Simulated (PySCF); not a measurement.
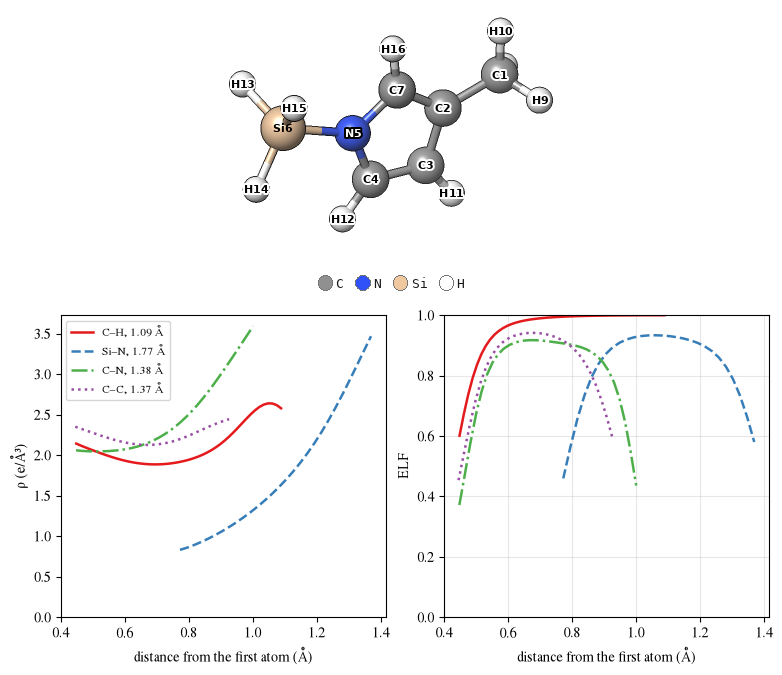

Figure. C$_{5}$H$_{9}$NSi (SMILES Cc1ccn([SiH3])c1). Electron density and ELF along straight lines between neighbouring atoms. The curves leave out the atomic cores. The structure is drawn too.

Geometry: PBE0-D3(BJ)/def2-SVP.

The calculation used PBE0/pcSseg-1, SCF density, gas phase, non-relativistic in PySCF 2.14.0.

```xyz
16

C    -2.2363   -0.0119   -0.2665
C    -0.7906   -0.3543   -0.4130
C    -0.2026   -1.6541   -0.3150
C     1.1480   -1.5167   -0.5181
N     1.4311   -0.1846   -0.7436
Si    3.0408    0.5115   -0.9611
C     0.2425    0.5172   -0.6747
H    -2.6262   -0.3203    0.7169
H    -2.8515   -0.5164   -1.0294
H    -2.4030    1.0704   -0.3670
H    -0.7264   -2.5890   -0.1213
H     1.9384   -2.2654   -0.5290
H     3.4849    1.2374    0.2646
H     3.9565   -0.6276   -1.2430
H     3.0034    1.4681   -2.1032
H     0.2171    1.5964   -0.8225
```

Q: Compare the contacts.

A: C–H (1.09 Å): the density is about 2 e/Å³ at the midpoint; the ELF climbs to about 1 towards the hydrogen, as it does in any bond to H: an ordinary covalent bond to hydrogen.
Si–N (1.77 Å): ρ at the midpoint is about 1 e/Å³; the ELF peaks at about 0.95 between the atoms: a shared but strongly polarised pair.
C–N (1.38 Å): ρ at the midpoint is about 2.2 e/Å³; the ELF peaks at about 0.90 between the atoms; a covalent bond.
C–C (1.37 Å): ρ at the midpoint is about 2.1 e/Å³; the ELF peaks at about 0.95 between the atoms; a covalent bond.
